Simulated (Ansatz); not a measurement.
CH9FN2Si2: geometry relaxation (part 2 of 2)

CH9FN2Si2; RKS PBE/6-31G* (Ansatz 0.2.0). It belongs to a series of runs on one base structure; here: end point A relaxed.

Geometry of the input (Å):
```
N  1.6048  -0.0682  0.9305
C  0.7148  -0.5540  -0.1258
N  1.6401  -0.7871  -1.1973
Si -0.5293  0.6825  -0.6440
Si -2.2928  0.6176  0.9010
F  -1.8885  1.3558  2.2939
H  2.2572  -0.7282  1.2039
H  2.1625  0.7340  0.4939
H  0.2648  -1.4784  0.2292
H  1.1961  -1.1503  -1.9852
H  2.3024  -1.5273  -0.8787
H  -0.0323  2.0553  -0.8271
H  -1.2062  0.2644  -1.9769
H  -2.7159  -0.7698  1.2259
H  -3.4996  1.3029  0.3861
```

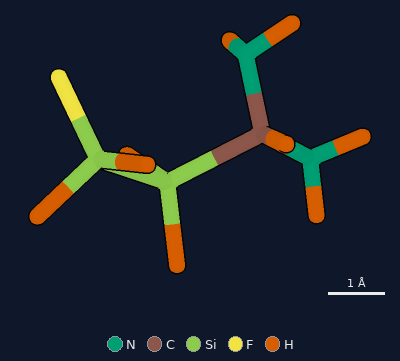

The geometry at step 10 of the log (stick view, seen at a tilt).

**Trajectory as extended XYZ, continued**
```
15
Properties=species:S:1:pos:R:3:forces:R:3 step=4 energy=-22619.40606
N     1.5383    0.0053    0.9733   -0.0113  -0.1617  -0.1073
C     0.8193   -0.5944   -0.1590    0.0458   0.0620   0.1320
N     1.6906   -0.8351   -1.3260   -0.0083   0.0110  -0.0389
Si   -0.5718    0.6560   -0.6282    0.0299  -0.0308   0.0157
Si   -2.3174    0.6565    0.9426   -0.0575   0.0142   0.0648
F    -1.9534    1.3995    2.3530    0.0272  -0.0216  -0.0696
H     2.2007   -0.6802    1.3689   -0.0741   0.0813  -0.0177
H     2.1144    0.7745    0.6074   -0.0012   0.0222   0.0122
H     0.3320   -1.5126    0.2462    0.0220   0.0310  -0.0263
H     1.1422   -1.2117   -2.1124    0.0171   0.0135   0.0629
H     2.3822   -1.5618   -1.0881   -0.0055  -0.0218  -0.0165
H     0.0260    2.0230   -0.8165   -0.0009  -0.0290   0.0048
H    -1.1892    0.2423   -1.9445   -0.0164   0.0203   0.0030
H    -2.7155   -0.7639    1.2516    0.0208   0.0117  -0.0099
H    -3.5202    1.3519    0.3612    0.0124  -0.0023  -0.0091
15
Properties=species:S:1:pos:R:3:forces:R:3 step=5 energy=-22619.40833
N     1.5292    0.0020    0.9749    0.0047  -0.0761  -0.0522
C     0.8214   -0.5975   -0.1592   -0.0083   0.0425   0.0676
N     1.6970   -0.8311   -1.3247   -0.0111   0.0137  -0.0322
Si   -0.5751    0.6477   -0.6296    0.0107  -0.0207   0.0025
Si   -2.3195    0.6575    0.9406    0.0320   0.0117   0.0502
F    -1.9261    1.4043    2.3410   -0.0204  -0.0203  -0.0536
H     2.1927   -0.6775    1.3744   -0.0344   0.0403   0.0043
H     2.1002    0.7795    0.6183   -0.0075   0.0113   0.0106
H     0.3370   -1.5190    0.2397    0.0138   0.0132  -0.0153
H     1.1464   -1.2007   -2.1117    0.0088   0.0022   0.0167
H     2.3831   -1.5646   -1.0924    0.0032  -0.0182  -0.0029
H     0.0234    2.0137   -0.8142    0.0077  -0.0082  -0.0017
H    -1.1978    0.2416   -1.9454    0.0019   0.0068  -0.0105
H    -2.7114   -0.7625    1.2540   -0.0101   0.0054   0.0085
H    -3.5226    1.3560    0.3639    0.0091  -0.0034   0.0080
15
Properties=species:S:1:pos:R:3:forces:R:3 step=6 energy=-22619.40930
N     1.5183   -0.0001    0.9760    0.0199  -0.0057  -0.0117
C     0.8216   -0.5993   -0.1609   -0.0335   0.0144  -0.0029
N     1.7011   -0.8280   -1.3255    0.0036   0.0035  -0.0081
Si   -0.5755    0.6424   -0.6338   -0.0003  -0.0137  -0.0002
Si   -2.3136    0.6553    0.9429    0.0302   0.0260   0.0307
F    -1.9134    1.4107    2.3362   -0.0175  -0.0220  -0.0380
H     2.1815   -0.6738    1.3821   -0.0031   0.0057   0.0173
H     2.0852    0.7847    0.6289   -0.0113  -0.0002   0.0098
H     0.3386   -1.5234    0.2319    0.0055  -0.0018  -0.0044
H     1.1492   -1.1912   -2.1139    0.0022  -0.0025  -0.0076
H     2.3818   -1.5682   -1.0971    0.0037  -0.0059   0.0009
H     0.0267    2.0064   -0.8172    0.0056   0.0048   0.0004
H    -1.1988    0.2419   -1.9513    0.0038   0.0005  -0.0053
H    -2.7079   -0.7617    1.2641   -0.0066  -0.0008   0.0136
H    -3.5167    1.3535    0.3670   -0.0021  -0.0021   0.0056
15
Properties=species:S:1:pos:R:3:forces:R:3 step=7 energy=-22619.41016
N     1.5018   -0.0095    0.9788   -0.0152  -0.0074  -0.0097
C     0.8181   -0.6047   -0.1689    0.0114   0.0199   0.0101
N     1.7077   -0.8232   -1.3280    0.0103  -0.0072  -0.0080
Si   -0.5766    0.6386   -0.6411   -0.0026  -0.0004   0.0060
Si   -2.3066    0.6563    0.9460    0.0121   0.0000  -0.0026
F    -1.9046    1.4427    2.3192    0.0094   0.0113   0.0164
H     2.1617   -0.6794    1.3958   -0.0066  -0.0062  -0.0063
H     2.0665    0.7825    0.6461   -0.0037  -0.0016  -0.0014
H     0.3356   -1.5332    0.2122   -0.0037  -0.0078   0.0105
H     1.1614   -1.1771   -2.1249    0.0085   0.0010   0.0022
H     2.3847   -1.5682   -1.1019   -0.0077   0.0087  -0.0005
H     0.0311    2.0019   -0.8144    0.0001   0.0015  -0.0027
H    -1.1964    0.2475   -1.9627   -0.0009  -0.0010  -0.0055
H    -2.6840   -0.7567    1.3025   -0.0042  -0.0071   0.0006
H    -3.5223    1.3316    0.3706   -0.0073  -0.0037  -0.0091
15
Properties=species:S:1:pos:R:3:forces:R:3 step=8 energy=-22619.41075
N     1.4788   -0.0221    0.9824   -0.0144   0.0113   0.0122
C     0.8129   -0.6102   -0.1784    0.0342   0.0051  -0.0070
N     1.7173   -0.8156   -1.3297   -0.0029  -0.0087   0.0018
Si   -0.5791    0.6350   -0.6498   -0.0055   0.0017   0.0016
Si   -2.2960    0.6582    0.9522   -0.0043  -0.0177  -0.0183
F    -1.8890    1.4810    2.3020    0.0117   0.0160   0.0237
H     2.1345   -0.6900    1.4085   -0.0039  -0.0131  -0.0185
H     2.0422    0.7777    0.6671   -0.0002  -0.0082  -0.0041
H     0.3306   -1.5442    0.1889   -0.0105  -0.0058   0.0079
H     1.1801   -1.1604   -2.1371    0.0115   0.0049   0.0112
H     2.3905   -1.5643   -1.1043   -0.0089   0.0122   0.0013
H     0.0327    1.9977   -0.8168   -0.0020  -0.0019  -0.0027
H    -1.1968    0.2514   -1.9746   -0.0068  -0.0002  -0.0001
H    -2.6550   -0.7510    1.3455    0.0054   0.0102  -0.0065
H    -3.5256    1.3061    0.3734   -0.0035  -0.0059  -0.0025
15
Properties=species:S:1:pos:R:3:forces:R:3 step=9 energy=-22619.41127
N     1.4456   -0.0429    0.9898   -0.0092   0.0335   0.0126
C     0.8050   -0.6165   -0.1924    0.0552  -0.0217  -0.0102
N     1.7322   -0.8025   -1.3299   -0.0266  -0.0094   0.0092
Si   -0.5823    0.6322   -0.6637   -0.0210   0.0134  -0.0051
Si   -2.2801    0.6634    0.9595   -0.0239  -0.0275   0.0319
F    -1.8673    1.5396    2.2758   -0.0081  -0.0123  -0.0254
H     2.0935   -0.7127    1.4244   -0.0045  -0.0160  -0.0306
H     2.0109    0.7656    0.7000   -0.0068  -0.0261  -0.0030
H     0.3197   -1.5580    0.1529   -0.0072   0.0081  -0.0008
H     1.2110   -1.1348   -2.1536    0.0179   0.0118   0.0317
H     2.4007   -1.5550   -1.1035   -0.0065   0.0107   0.0008
H     0.0361    1.9925   -0.8291   -0.0071  -0.0061  -0.0015
H    -1.2064    0.2556   -1.9878   -0.0006  -0.0018   0.0037
H    -2.6049   -0.7414    1.4055    0.0226   0.0536  -0.0236
H    -3.5359    1.2643    0.3815    0.0258  -0.0100   0.0104
15
Properties=species:S:1:pos:R:3:forces:R:3 step=10 energy=-22619.41176
N     1.4354   -0.0486    0.9926   -0.0064   0.0231   0.0100
C     0.8008   -0.6164   -0.1959    0.0372  -0.0143  -0.0025
N     1.7354   -0.7976   -1.3269   -0.0204  -0.0081   0.0008
Si   -0.5860    0.6327   -0.6699    0.0032   0.0149   0.0069
Si   -2.2733    0.6660    0.9633   -0.0251  -0.0250   0.0276
F    -1.8622    1.5527    2.2739   -0.0122  -0.0248  -0.0481
H     2.0808   -0.7230    1.4244   -0.0046  -0.0098  -0.0208
H     2.0050    0.7586    0.7078   -0.0083  -0.0201  -0.0018
H     0.3127   -1.5591    0.1430   -0.0029   0.0107  -0.0037
H     1.2209   -1.1289   -2.1548    0.0147   0.0088   0.0231
H     2.4040   -1.5488   -1.0973   -0.0023   0.0043  -0.0012
H     0.0314    1.9931   -0.8378   -0.0023  -0.0043  -0.0059
H    -1.2098    0.2528   -1.9930   -0.0071  -0.0003   0.0081
H    -2.5830   -0.7398    1.4161    0.0129   0.0578  -0.0165
H    -3.5341    1.2557    0.3839    0.0235  -0.0129   0.0243
15
Properties=species:S:1:pos:R:3:forces:R:3 step=11 energy=-22619.41230
N     1.4080   -0.0671    1.0037    0.0167  -0.0060  -0.0060
C     0.7918   -0.6140   -0.2049   -0.0261   0.0003   0.0140
N     1.7482   -0.7816   -1.3169   -0.0091  -0.0044  -0.0157
Si   -0.5913    0.6396   -0.6850    0.0006  -0.0233  -0.0122
Si   -2.2599    0.6691    0.9652    0.0102   0.0332   0.0830
F    -1.8355    1.5892    2.2498   -0.0391  -0.0427  -0.0614
H     2.0440   -0.7571    1.4255   -0.0043   0.0120   0.0091
H     1.9919    0.7359    0.7353   -0.0153  -0.0090   0.0064
H     0.2923   -1.5592    0.1125    0.0135   0.0198  -0.0129
H     1.2525   -1.1064   -2.1581    0.0071   0.0023   0.0016
H     2.4140   -1.5325   -1.0798    0.0060  -0.0089  -0.0049
H     0.0264    1.9965   -0.8751   -0.0058   0.0014   0.0063
H    -1.2304    0.2448   -1.9963    0.0113  -0.0012  -0.0055
H    -2.5297   -0.7336    1.4495    0.0022   0.0467  -0.0218
H    -3.5442    1.2257    0.4041    0.0318  -0.0201   0.0201
15
Properties=species:S:1:pos:R:3:forces:R:3 step=12 energy=-22619.41274
N     1.3976   -0.0750    1.0060    0.0124  -0.0071  -0.0195
C     0.7903   -0.6172   -0.2098   -0.0195   0.0033   0.0201
N     1.7536   -0.7780   -1.3173   -0.0086  -0.0042  -0.0087
Si   -0.5927    0.6358   -0.6904    0.0102   0.0063  -0.0038
Si   -2.2526    0.6760    0.9690   -0.0398  -0.0187   0.0668
F    -1.8374    1.6099    2.2454   -0.0092  -0.0263  -0.0550
H     2.0328   -0.7649    1.4292   -0.0052   0.0096   0.0062
H     1.9805    0.7315    0.7459   -0.0144  -0.0109   0.0062
H     0.2903   -1.5648    0.0993    0.0135   0.0163  -0.0080
H     1.2631   -1.0976   -2.1638    0.0076   0.0041   0.0083
H     2.4181   -1.5306   -1.0812    0.0006  -0.0044  -0.0048
H     0.0222    1.9946   -0.8766    0.0050  -0.0014  -0.0039
H    -1.2272    0.2418   -2.0040   -0.0013   0.0014   0.0043
H    -2.5132   -0.7237    1.4649    0.0129   0.0336  -0.0115
H    -3.5475    1.2113    0.4128    0.0358  -0.0018   0.0032
15
Properties=species:S:1:pos:R:3:forces:R:3 step=13 energy=-22619.41299
N     1.3901   -0.0792    1.0076    0.0059  -0.0009  -0.0218
C     0.7886   -0.6187   -0.2122   -0.0002   0.0054   0.0020
N     1.7553   -0.7753   -1.3182   -0.0029  -0.0077   0.0044
Si   -0.5934    0.6348   -0.6924    0.0136  -0.0098   0.0113
Si   -2.2476    0.6728    0.9738   -0.0348   0.0086   0.0146
F    -1.8360    1.6227    2.2384    0.0004  -0.0218  -0.0287
H     2.0251   -0.7675    1.4333   -0.0036   0.0030   0.0000
H     1.9706    0.7307    0.7536   -0.0103  -0.0113   0.0046
H     0.2891   -1.5677    0.0916    0.0069   0.0080  -0.0024
H     1.2668   -1.0891   -2.1680    0.0064   0.0057   0.0141
H     2.4176   -1.5308   -1.0846   -0.0024   0.0006  -0.0050
H     0.0235    1.9929   -0.8774    0.0002   0.0000  -0.0005
H    -1.2265    0.2426   -2.0071   -0.0064   0.0024   0.0058
H    -2.5055   -0.7216    1.4835    0.0155   0.0250  -0.0096
H    -3.5396    1.2026    0.4075    0.0117  -0.0073   0.0110
15
Properties=species:S:1:pos:R:3:forces:R:3 step=14 energy=-22619.41321
N     1.3838   -0.0838    1.0095    0.0036   0.0037  -0.0190
C     0.7874   -0.6200   -0.2141    0.0056   0.0015  -0.0001
N     1.7581   -0.7731   -1.3173   -0.0021  -0.0064   0.0073
Si   -0.5939    0.6337   -0.6941   -0.0039   0.0025   0.0063
Si   -2.2466    0.6748    0.9739    0.0028   0.0020   0.0019
F    -1.8319    1.6334    2.2302   -0.0031  -0.0113  -0.0115
H     2.0182   -0.7718    1.4363   -0.0025  -0.0005  -0.0023
H     1.9635    0.7283    0.7607   -0.0068  -0.0094   0.0036
H     0.2878   -1.5702    0.0849    0.0024   0.0025   0.0004
H     1.2723   -1.0820   -2.1704    0.0047   0.0055   0.0132
H     2.4182   -1.5311   -1.0852   -0.0046   0.0033  -0.0033
H     0.0234    1.9917   -0.8793    0.0025  -0.0007  -0.0025
H    -1.2294    0.2423   -2.0078   -0.0010   0.0006   0.0006
H    -2.4896   -0.7188    1.4904   -0.0011   0.0147  -0.0017
H    -3.5432    1.1958    0.4117    0.0034  -0.0081   0.0070
15
Properties=species:S:1:pos:R:3:forces:R:3 step=15 energy=-22619.41335
N     1.3719   -0.0915    1.0128    0.0036   0.0039  -0.0192
C     0.7844   -0.6209   -0.2182    0.0057  -0.0003   0.0010
N     1.7634   -0.7680   -1.3147   -0.0043  -0.0063   0.0057
Si   -0.5954    0.6340   -0.6995   -0.0060   0.0028   0.0005
Si   -2.2407    0.6769    0.9758    0.0095   0.0042   0.0046
F    -1.8252    1.6516    2.2195   -0.0039  -0.0086  -0.0082
H     2.0037   -0.7819    1.4396   -0.0022   0.0001  -0.0006
H     1.9530    0.7220    0.7725   -0.0059  -0.0084   0.0038
H     0.2826   -1.5727    0.0720    0.0026   0.0013   0.0009
H     1.2836   -1.0699   -2.1738    0.0046   0.0052   0.0126
H     2.4201   -1.5291   -1.0831   -0.0048   0.0036  -0.0028
H     0.0237    1.9907   -0.8886    0.0011   0.0003  -0.0002
H    -1.2331    0.2409   -2.0115    0.0000   0.0002  -0.0007
H    -2.4675   -0.7132    1.5071   -0.0020   0.0063   0.0003
H    -3.5464    1.1803    0.4195    0.0020  -0.0042   0.0021
15
Properties=species:S:1:pos:R:3:forces:R:3 step=16 energy=-22619.41343
N     1.3570   -0.1004    1.0163    0.0026   0.0051  -0.0181
C     0.7805   -0.6221   -0.2233    0.0098  -0.0018   0.0004
N     1.7695   -0.7622   -1.3116   -0.0086  -0.0078   0.0031
Si   -0.5972    0.6342   -0.7064   -0.0063   0.0019  -0.0001
Si   -2.2324    0.6789    0.9787    0.0080   0.0063   0.0068
F    -1.8172    1.6734    2.2068   -0.0048  -0.0089  -0.0089
H     1.9855   -0.7932    1.4440   -0.0022   0.0002   0.0002
H     1.9399    0.7149    0.7863   -0.0054  -0.0082   0.0034
H     0.2766   -1.5758    0.0566    0.0028   0.0015   0.0011
H     1.2971   -1.0550   -2.1778    0.0061   0.0052   0.0138
H     2.4216   -1.5275   -1.0807   -0.0046   0.0040  -0.0028
H     0.0237    1.9897   -0.8984   -0.0001   0.0004   0.0009
H    -1.2370    0.2400   -2.0170    0.0003   0.0005  -0.0008
H    -2.4409   -0.7067    1.5283   -0.0001   0.0024   0.0003
H    -3.5484    1.1610    0.4276    0.0025  -0.0009   0.0008
```

**Key numbers**

- outcome: converged
- total energy: −22619.4135 eV
- mean-field energy: −22619.4135 eV
- largest force (length of the vector) at the end: 0.019 eV/Å
- hardware: 2 threads of Intel Xeon (Sapphire Rapids), 16 GiB of memory available, shared host
- wall time: 39 s (CPU time 69 s)
- peak memory: 0.2 GiB
